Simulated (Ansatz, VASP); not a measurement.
# Bi (Bismuth) in two plane-wave programs

Wanted: the spread between two codes on one cell, functional and k mesh. The cell is taken from a series of VASP runs on this material, whose earlier steps may have relaxed, scaled or displaced it; both programs get it as it stands. Valence electrons are named where the data sets of a main pair hold unlike numbers.

Program: Ansatz 0.2.0. Level of theory: plane waves, with VASP 6.6.1 beside it; single point at PBE with D3(BJ), band structure at PBE with D3(BJ), spin-orbit coupling and electric field gradients at PBE with D3(BJ). Results are calculated unless marked as measured.

## Step 1: Starting point

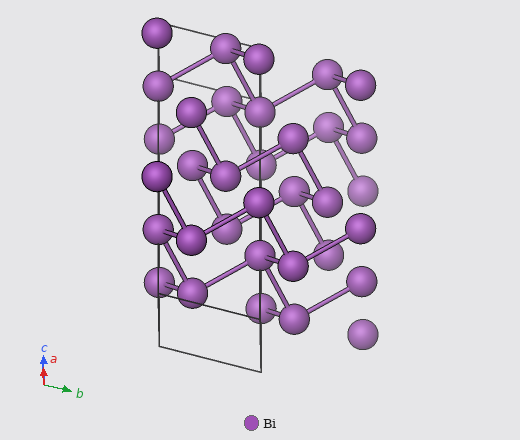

The cell as given, from a free direction (bismuth purple). 2×2×1 cells are drawn. This picture shows the conventional cell, with its axes. Bonds to atoms that aren't drawn are left out. Some periodic images of atoms are drawn too.

As a file:

```
Bi
1.0
     2.26184    1.30587    3.92357
    -2.26184    1.30587    3.92357
     0.00000   -2.61175    3.92357
Bi
2
Direct
  0.23547 0.23547 0.23547
  0.76453 0.76453 0.76453
```

## Step 2: VASP: single point, PBE with D3(BJ)

With cell and atoms fixed, the geometry can't cause a difference; cores, projectors, grids and the points listed under the comparison can.

Lines of VASP's logs that name or quote its potential files are left out, and so is its time.

INCAR

```
SYSTEM = Bi
PREC = Accurate
ENCUT = 400
EDIFF = 1E-06
NELM = 100
ISMEAR = -5
SIGMA = 0.2
LREAL = .FALSE.
ALGO = Normal
GGA = PE
IVDW = 12
NBANDS = 27
LORBIT = 11
LWAVE = .FALSE.
LCHARG = .FALSE.
KPAR = 2
NEDOS = 2001
```

POSCAR

```
Bi
1.0
    2.2618404156      1.3058741728      3.9235669357
   -2.2618404156      1.3058741728      3.9235669357
    0.0000000000     -2.6117483457      3.9235669357
Bi
2
Direct
    0.2354673331      0.2354673331      0.2354673331
    0.7645326669      0.7645326669      0.7645326669
```

KPOINTS

```
Automatic mesh
0
Gamma
9 9 9
0 0 0
```

The projector-augmented-wave data sets are Bi_d (PBE family, release 64).

Run with:

```console
mpirun -np 2 vasp_std
```

Numbers of over 12 decimals in the logs are rounded to 6 here.

Log:

```text
[banner, memory and clock lines left out]
running    2 mpi-ranks, on    1 nodes
 distrk:  each k-point on    1 cores,    2 groups
 distr:  one band on    1 cores,    1 groups

 POSCAR found type information on POSCAR Bi
 POSCAR found :  1 types and       2 ions
 LDA part: xc-table for (Slater+PW92), standard interpolation
 POSCAR, INCAR and KPOINTS ok, starting setup
 FFT: planning ... GRIDC
 FFT: planning ... GRID_SOFT
 FFT: planning ... GRID
 WAVECAR not read
 entering main loop
       N       E                     dE             d eps       ncg     rms          rms(c)
DAV:   1     0.295408914322E+03    0.29541E+03   -0.13487E+04  4609   0.114E+03
DAV:   2     0.202237185727E+02   -0.27519E+03   -0.26587E+03  4714   0.345E+02
DAV:   3    -0.680282786885E+01   -0.27027E+02   -0.26770E+02  5372   0.119E+02
DAV:   4    -0.772554029911E+01   -0.92271E+00   -0.92188E+00  5852   0.243E+01
DAV:   5    -0.775815198170E+01   -0.32612E-01   -0.32609E-01  6475   0.402E+00    0.104E+00
DAV:   6    -0.775531871246E+01    0.28333E-02   -0.13961E-02  6150   0.110E+00    0.627E-01
DAV:   7    -0.775526862999E+01    0.50082E-04   -0.95099E-03  6000   0.938E-01    0.111E-01
DAV:   8    -0.775549782968E+01   -0.22920E-03   -0.13142E-03  5490   0.328E-01    0.245E-02
DAV:   9    -0.775552290389E+01   -0.25074E-04   -0.64860E-05  6197   0.505E-02    0.908E-03
DAV:  10    -0.775552096965E+01    0.19342E-05   -0.68657E-06  5168   0.239E-02    0.199E-03
DAV:  11    -0.775552130696E+01   -0.33731E-06   -0.51560E-07  3978   0.495E-03
   1 F= -.86739601E+01 E0= -.86739601E+01  d E =0.000000E+00
```

OUTCAR, selected parts (step 2):

```text
ion  position               nearest neighbor table
   1  0.235  0.235  0.235-   2 3.07   2 3.07   2 3.07   2 3.48   2 3.48   2 3.48
   2  0.765  0.765  0.765-   1 3.07   1 3.07   1 3.07   1 3.48   1 3.48   1 3.48

  LATTYP: Found a trigonal (rhomboedric) cell.
 ALAT       =     4.7133434969
 COS(alpha) =     0.5394299076

 Subroutine GETGRP returns: Found 12 space group operations
 (whereof 12 operations were pure point group operations)

The static configuration has the point symmetry D_3d.

 Found     85 irreducible k-points:

   k-points           NKPTS =     85   k-points in BZ     NKDIM =     85   number of bands    NBANDS=     27

   dimension x,y,z NGX =    32 NGY =   32 NGZ =   32
   dimension x,y,z NGXF=    64 NGYF=   64 NGZF=   64

   ENCUT  =  400.0 eV  29.40 Ry    5.42 a.u.   7.69  7.69  7.69*2*pi/ulx,y,z

   NELECT =      30.0000    total number of electrons

 k-points in reciprocal lattice and weights: Automatic mesh
   0.00000000  0.00000000  0.00000000       0.001
   0.11111111  0.00000000  0.00000000       0.008
   0.22222222  0.00000000  0.00000000       0.008
   0.33333333  0.00000000  0.00000000       0.008
   0.44444444  0.00000000  0.00000000       0.008
   0.11111111  0.11111111  0.00000000       0.008
   0.22222222  0.11111111  0.00000000       0.016
   0.33333333  0.11111111  0.00000000       0.016
   0.44444444  0.11111111  0.00000000       0.016
[...]
0.44444444  0.44444444  0.44444444       0.003
  -0.44444444  0.44444444  0.44444444       0.008

 average (electrostatic) potential at core
       1-104.3975       2-104.3975

 E-fermi :   6.4299

 k-point     1 :       0.0000    0.0000    0.0000
  band No.  band energies     occupation
    ...
     11      -6.6739      2.00000
     12      -0.9510      2.00000
     13       4.9435      2.00000
     14       5.2601      2.00000
     15       5.2601      2.00000
     16       9.0999      0.00000
     17       9.4819      0.00000
     18       9.4819      0.00000
     19      12.0439      0.00000
     20      12.2348      0.00000
    ...

 k-point     2 :       0.1111    0.0000    0.0000
  band No.  band energies     occupation
    ...
     11      -6.5564      2.00000
     12      -1.2285      2.00000
     13       5.0032      2.00000
     14       5.2565      2.00000
     15       5.2691      2.00000
     16       8.8225      0.00000
     17       8.9892      0.00000
     18       9.1785      0.00000
     19      11.6169      0.00000
     20      11.9932      0.00000
    ...

 k-point     3 :       0.2222    0.0000    0.0000
  band No.  band energies     occupation
    ...
     11      -6.2086      2.00000
     12      -1.9496      2.00000
     13       5.0731      2.00000
     14       5.2630      2.00000
     15       5.3866      2.00000
     16       7.8615      0.00000
     17       8.3706      0.00000
     18       8.5093      0.00000
     19      11.6055      0.00000
     20      12.3951      0.00000
    ...

 Edisp (eV)   -0.91844

  Total       0.04160     0.04160    -0.05345     0.00000     0.00000     0.00000
  in kB       0.95844     0.95844    -1.23149     0.00000     0.00000     0.00000
  external pressure =        0.23 kB  Pullay stress =        0.00 kB

  energy-cutoff  :      400.00
  volume of cell :       69.53
      direct lattice vectors                 reciprocal lattice vectors
     2.261840416  1.305874173  3.923566936     0.221058920  0.127628427  0.084956709
    -2.261840416  1.305874173  3.923566936    -0.221058920  0.127628427  0.084956709
     0.000000000 -2.611748346  3.923566936     0.000000000 -0.255256854  0.084956709

 POSITION                                       TOTAL-FORCE (eV/Angst)
 -----------------------------------------------------------------------------------
      0.00000     -0.00000      2.77162         0.000000     -0.000000      0.102995
      0.00000     -0.00000      8.99909         0.000000      0.000000     -0.102995
 -----------------------------------------------------------------------------------
    total drift:                               -0.000000      0.000000     -0.000000

  FREE ENERGIE OF THE ION-ELECTRON SYSTEM (eV)
  ---------------------------------------------------
  free  energy   TOTEN  =        -8.6739601090 eV

  energy  without entropy=       -8.6739601090  energy(sigma->0) =       -8.67396011

 total charge
# of ion       s       p       d       tot
------------------------------------------
    1        1.531   1.363   9.913  12.807
    2        1.531   1.363   9.913  12.807
--------------------------------------------------
tot          3.063   2.726  19.826  25.614

[... 3 further parts left out ...]
```

Dispersion corrections of this kind ignore metallic screening and tend to overbind metals. With tetrahedra the forces and stress of a metal are not exact derivatives of the energy.

## Step 3: Ansatz: single point, PBE with D3(BJ)

Ansatz runs on its default PAW (the set named soft_2) files.

The same cell, functional, mesh and smearing now go to Ansatz, which takes its cutoff from its data sets.

input.yaml

```yaml
crystal:
  lattice:
    - [2.2618404156, 1.3058741728, 3.9235669357]
    - [-2.2618404156, 1.3058741728, 3.9235669357]
    - [0.0, -2.6117483457, 3.9235669357]
  atoms:
    - { symbol: Bi, position: [0.2354673331, 0.2354673331, 0.2354673331] }
    - { symbol: Bi, position: [0.7645326669, 0.7645326669, 0.7645326669] }
hamiltonian:
  xc: pbe
  pseudopotentials: { kind: paw }
  dispersion: d3bj
kpoints:
  mp_grid: { grid: [9, 9, 9] }
scf:
  occupations: { method: tetrahedron }
output:
  forces: true
  stress: true
  write_density: true
  write_potential: true
  elf: true
  volumetric_format: npy
```

Run with:

```console
ansatz run input.yaml --threads 2 --pin off --max-ram 4608MiB --backend cpu --events-out ev --progress --plain --runs-dir out
```

Log:

```text
Warning: output.forces, output.stress, relax.cell or npt_langevin: where a Kohn–Sham band that disperses or a degenerate level is filled in part under the method tetrahedron, the forces or the stress that this run publishes need not agree with its energy (scf.occupations.method in the input reference, under Limitations); prefer a smearing scheme for the forces or the stress
Engine: ansatz 0.2.0, aarch64-unknown-linux-gnu
Pseudopotentials: kind: paw
Pseudopotential: Bi, paw, valence charge 15, recommended cutoff 420 eV (normal), Bi.paw.azcp
Functional definition: PBE
  parameter kappa = 0.804
  parameter beta = 0.066725
  exchange = pbe_x(kappa = kappa, mu = beta*pi^2/3)
  correlation = pbe_c(beta = beta)
Crystal: 2 atoms, lattice volume = 69.534 Å³
Basis set: ecut = 420 eV, 1333 PW (Γ), exchange–correlation on 64×64×64 points (8 copies of the dense FFT grid, shifted against one another)
Bands: 19, of which v1, the nominal top of the filled ones, is band 15 counted from 1 (14 counted from 0)
Symmetry: 12 space group operations
Space group: R-3m (ITA 166), of the structure as read, at distance tolerance 4.1e-5 Å
k-points: 85 of 729
Non-local potential: Bi, projectors of the file, l = 0: 2, l = 1: 2, l = 2: 2, l = 3: 2
PAW form: soft (Blöchl's): semilocal exchange-correlation on the pseudo side does not see the compensation charge
PAW one-centre angular grid: Bi, 590 points (default); XC on 64 Gauss nodes
Initial density: superposition of atomic densities (neutral atoms: chi_scale 0, normalization atom), corrected by the library's trained network
Initial wavefunctions: pseudopotential atomic-orbital guess
Functional: x = pbe(κ = 0.804, μ = 0.219515), c = pbe(β = 0.066725)
SCF iter   1: F=—  HF=-24794.002722 eV  |F-HF|=—  |Δ(HF+E_count)|=         —  Δρ=1.29e-3  dr2=1.08e-3  ethr=1.77e-3  ⟨swp⟩=6.7  Hψ=8066  notcnv=0
preconditioner: auto → none  [insulator: Δε(μ)=0.006 eV  Ē_g=20.371 eV  n_scr=14 (ndim 8)  ℏωp=24.4 eV  f_vac=0.002  ε∞_Penn≈2.4]
SCF iter   2: F=—  HF=-24794.002623 eV  |F-HF|=—  |Δ(HF+E_count)|=   9.92e-5  Δρ=6.34e-4  dr2=2.10e-4  ethr=3.60e-6  ⟨swp⟩=3.0  Hψ=4432  notcnv=0
SCF iter   3: F=—  HF=-24794.002676 eV  |F-HF|=—  |Δ(HF+E_count)|=   5.33e-5  Δρ=3.02e-4  dr2=3.43e-5  ethr=6.99e-7  ⟨swp⟩=3.3  Hψ=3267  notcnv=0
SCF iter   4: F=—  HF=-24794.002735 eV  |F-HF|=—  |Δ(HF+E_count)|=   5.85e-5  Δρ=4.46e-5  dr2=1.26e-6  ethr=1.14e-7  ⟨swp⟩=2.0  Hψ=2381  notcnv=0
SCF iter   5: F=—  HF=-24794.002734 eV  |F-HF|=—  |Δ(HF+E_count)|=   1.02e-7  Δρ=1.47e-5  dr2=1.42e-7  ethr=4.21e-9  ⟨swp⟩=2.9  Hψ=3357  notcnv=0
SCF iter   6: F=-24794.002734 eV  HF=-24794.002734 eV  |F-HF|=2.04e-10  |Δ(HF+E_count)|=   7.67e-8  Δρ=1.57e-6  dr2=1.14e-9  ethr=3.33e-10  ⟨swp⟩=9.0  Hψ=11207  notcnv=0
SCF 1 converged in 6 iterations: F = -24794.002734 eV  dr2 = 1.14e-9
  greatest PAW one-centre occupation: 0.987 electrons in one spin orbital (limit 2), on the Bi atom at site 1 (counted from 0), in its partial waves of l = 2
SCF converged after 6 iterations
Stability not checked: this state was not tested for a lower state beside it, because cold or Methfessel-Paxton smearing, or corrected tetrahedra, fill the levels in a way that the test cannot read (fill_not_monotonic; see scf.lower_state_search)
Free energy (F): -24794.002734 eV
Harris-Foulkes:  -24794.002734 eV  (|F-HF|=2.04e-10)
Internal energy: -24794.002734 eV  (E = F + TS)
E sigma→0 (E₀):  -24794.002734 eV
Fermi energy:    9.853342 eV
--- Per-component energies (eV) ---
  E_band       = -212.876041
  E_kinetic    = 605.288387
  E_local      = -3091.586230  (includes V_loc(G=0)·N_el)
  E_nonlocal   = 1118.934573
  E_hartree    = 1007.540504
  E_xc         = -302.490558
  E_vxc        = -288.454611  (∫ρ·V_xc dr)
  E_paw        = -21326.429499  (= ΣΔE_a)
  E_vpaw       = -572.136727  (= ΣTr[D̂ρ^β])
  E_aug_tail   = -0.000874  (compensation charges beyond the density's cutoff)
  E_ewald      = -2804.340302
  E_disp       = -0.918736  (pairwise vdW)
  E_smearing   = -0.000000  (= −TS)
  E_closure    = -0.000000  (closes the sum)
  Σ components = -24794.002734   (vs F -24794.002734, Δ=0.00e0)
--- Forces (eV/Å), atoms counted from 1 ---
  atom   1  Bi     0.00000000    -0.00000000     0.09508097
  atom   2  Bi     0.00000000     0.00000000    -0.09508097
  max |Σ_I F_I| component: 3.01e-17 eV/Å
--- Stress (GPa, compression-positive) ---
        0.186100       0.000000      -0.000000
        0.000000       0.186100       0.000000
        0.000000       0.000000      -0.029639
  P = ⅓ Tr σ = 0.1142 GPa (1.142 kbar)
--- Band table (eV; the first three rows and the last of 85) ---
  k-point 0: bands = [... 11 lower, 2.4980, 8.3677, 8.6854, 8.6854, 12.5308, 12.9091, 12.9091, 15.4621]
  k-point 1: bands = [... 11 lower, 2.2194, 8.4275, 8.6818, 8.6949, 12.2521, 12.4178, 12.6045, 15.0396]
  k-point 2: bands = [... 11 lower, 1.4958, 8.4974, 8.6884, 8.8136, 11.2913, 11.7976, 11.9335, 15.0296]
  k-point 84: bands = [... 11 lower, -0.0851, 7.6314, 8.8899, 9.2422, 10.6768, 11.0849, 12.3633, 16.5986]
```

Elapsed: 6.6 s, on 2 threads of Arm Neoverse N1, shared host; peak memory 0.36 GiB; 13 s of CPU time.

Reading the cycles: dr2 is the Hartree energy of the density residual (eV), the measure of convergence; HF is the Harris–Foulkes estimate of the energy, which meets the free energy F at convergence.

The run ends at a pressure of 0.11 GPa, with forces up to 0.095 eV/Å.

## Step 4: Comparison

Known differences besides the potentials themselves: the cutoff is 420 eV in Ansatz and 400 eV in VASP; VASP leaves aspherical gradient terms in its spheres out (LASPH is not set), Ansatz keeps them. Total energies have different zeros and are not compared.

The two programs side by side:

```
      quantity  Ansatz  VASP  difference
pressure (GPa)    0.11  0.02       +0.09
```

Forces (eV/Å; atoms numbered as in POSCAR):

```
atom        Ansatz x, y, z          VASP x, y, z
 Bi1   0.000, 0.000, 0.095   0.000, 0.000, 0.103
 Bi2  0.000, 0.000, -0.095  0.000, 0.000, -0.103
```

The forces differ by 4.6 meV/Å r.m.s., which is 7.7 % of the r.m.s. force of 0.059 eV/Å (both taken over all components). Our record labels this cell a metal in VASP alone; each run is judged by its own test, so with a small gap or wide smearing the label says little about the levels. Ansatz's pressure holds a Pulay correction of 0.03 GPa; VASP's holds none.

## Step 5: VASP: band structure, PBE with D3(BJ), spin-orbit coupling

With cell and atoms fixed, the geometry can't cause a difference; cores, projectors, grids and the points listed under the comparison can.

INCAR

```
SYSTEM = Bi
PREC = Accurate
ENCUT = 400
EDIFF = 1E-06
NELM = 100
ISMEAR = 1
SIGMA = 0.2
LREAL = .FALSE.
ALGO = Normal
GGA = PE
IVDW = 12
LNONCOLLINEAR = .TRUE.
MAGMOM = 0 0 0 0 0 0
NBANDS = 42
GGA_COMPAT = .FALSE.
LASPH = .TRUE.
LSORBIT = .TRUE.
LORBIT = 11
LWAVE = .FALSE.
LCHARG = .FALSE.
KPAR = 2
```

POSCAR is that of step 2.

KPOINTS

```
Automatic mesh
0
Gamma
5 5 5
0 0 0
```

KPOINTS_OPT

```
Line mode
16
Line-mode
Reciprocal
  0.00000000   0.00000000   0.00000000 GAMMA
  0.50000000   0.00000000   0.00000000 L

  0.50000000   0.00000000   0.00000000 L
  0.50000000   0.24051646  -0.24051646 B1

  0.75948354   0.50000000   0.24051646 B
  0.50000000   0.50000000   0.50000000 Z

  0.50000000   0.50000000   0.50000000 Z
  0.00000000   0.00000000   0.00000000 GAMMA

  0.00000000   0.00000000   0.00000000 GAMMA
  0.37025823   0.00000000  -0.37025823 X

  0.62974177   0.37025823   0.00000000 Q
  0.50000000   0.50000000   0.00000000 F

  0.50000000   0.50000000   0.00000000 F
  0.62974177   0.62974177   0.24051646 P1

  0.62974177   0.62974177   0.24051646 P1
  0.50000000   0.50000000   0.50000000 Z

  0.50000000   0.00000000   0.00000000 L
  0.75948354   0.37025823   0.37025823 P
```

Run with:

```console
mpirun -np 2 vasp_ncl
```

Log:

```text
[... set-up lines as in an earlier step ...]
 entering main loop
       N       E                     dE             d eps       ncg     rms          rms(c)
DAV:   1     0.332443983955E+03    0.33244E+03   -0.13647E+04  1604   0.148E+03
DAV:   2     0.293628216328E+02   -0.30308E+03   -0.29560E+03  1620   0.445E+02
DAV:   3    -0.758487867143E+01   -0.36948E+02   -0.36311E+02  1858   0.180E+02
DAV:   4    -0.930589597179E+01   -0.17210E+01   -0.17146E+01  1870   0.420E+01
[...]
DAV:  10    -0.938657061779E+01   -0.12060E-04   -0.33062E-05  1836   0.424E-02    0.939E-03
DAV:  11    -0.938657255505E+01   -0.19373E-05   -0.72628E-06  1560   0.159E-02    0.535E-03
DAV:  12    -0.938657281085E+01   -0.25579E-06   -0.76916E-07  1352   0.714E-03
   1 F= -.10305012E+02 E0= -.10305263E+02  d E =0.753386E-03  mag=    -0.0000     0.0000     0.0000
 Start KPOINTS_OPT (optional k-point list driver)
k-point batch [1-19\144]
       N       E                     dE             ncg
DAV:   1     0.647212033851E+03   -0.58542E+04     1596
DAV:   2    -0.505726172391E+04   -0.57045E+04     1604
DAV:   3    -0.578586923325E+04   -0.72861E+03     1768
DAV:   4    -0.582143353629E+04   -0.35564E+02     1884
DAV:   5    -0.582328968946E+04   -0.18562E+01     2248
DAV:   6    -0.582333185067E+04   -0.42161E-01     2296
DAV:   7    -0.582333294019E+04   -0.10895E-02     2398
DAV:   8    -0.582333296308E+04   -0.22889E-04     2378
DAV:   9    -0.582333296352E+04   -0.44302E-06     1310
[...]
k-point batch [134-144\144]
       N       E                     dE             ncg
DAV:   1     0.550061245037E+04   -0.78981E+04      924
DAV:   2     0.215799268613E+04   -0.33426E+04      924
DAV:   3     0.175401963084E+04   -0.40397E+03     1090
DAV:   4     0.173513874023E+04   -0.18881E+02     1056
DAV:   5     0.173411288739E+04   -0.10259E+01     1244
DAV:   6     0.173408243692E+04   -0.30450E-01     1286
DAV:   7     0.173408157854E+04   -0.85838E-03     1324
DAV:   8     0.173408156190E+04   -0.16634E-04     1348
DAV:   9     0.173408156166E+04   -0.23956E-06      690
```

Parts of OUTCAR (step 5):

```text
 Edisp (eV)   -0.91844

  Total       0.43661     0.43661     0.17038     0.00000    -0.00000     0.00000
  in kB      10.06027    10.06027     3.92586     0.00000    -0.00000     0.00000
  external pressure =        8.02 kB  Pullay stress =        0.00 kB

 POSITION                                       TOTAL-FORCE (eV/Angst)
 -----------------------------------------------------------------------------------
      0.00000     -0.00000      2.77162         0.000000     -0.000000      0.084969
      0.00000     -0.00000      8.99909         0.000000      0.000000     -0.084969
 -----------------------------------------------------------------------------------
    total drift:                               -0.000000     -0.000000     -0.000000

  FREE ENERGIE OF THE ION-ELECTRON SYSTEM (eV)
  ---------------------------------------------------
  free  energy   TOTEN  =       -10.3050116129 eV

  energy  without entropy=      -10.3057649985  energy(sigma->0) =      -10.30526274

 magnetization (x)
# of ion       s       p       d       tot
------------------------------------------
    1        0.000  -0.000  -0.000  -0.000
    2        0.000  -0.000  -0.000  -0.000
--------------------------------------------------
tot          0.000  -0.000  -0.000  -0.000

 magnetization (y)
# of ion       s       p       d       tot
------------------------------------------
    1        0.000   0.000   0.000   0.000
    2        0.000   0.000   0.000   0.000
--------------------------------------------------
tot          0.000   0.000   0.000   0.000

 magnetization (z)
# of ion       s       p       d       tot
------------------------------------------
    1        0.000   0.000   0.000   0.000
    2        0.000   0.000   0.000   0.000
--------------------------------------------------
tot          0.000   0.000   0.000   0.000

[... 1 part as in an earlier step ...]

[... 2 further parts left out ...]
[key lines of the parts left out:]
E-fermi :   6.4305
```

The run ends at a pressure of 0.80 GPa, with forces up to 0.085 eV/Å.

(Part 1 of 2 ends here.)

[Lines on the potential files, build, host, timing and source positions are cut from VASP's logs without a mark.]

[Logs are printed without paths, hosts, clocks, repeated set-up lines and the standing remarks that a program may print on its own settings, such as how far it seeks lower states.]

[Hosts, paths, dates, database ids (printed as entryN), source tags and the programs' standing remarks are cut or masked in the printed files.]
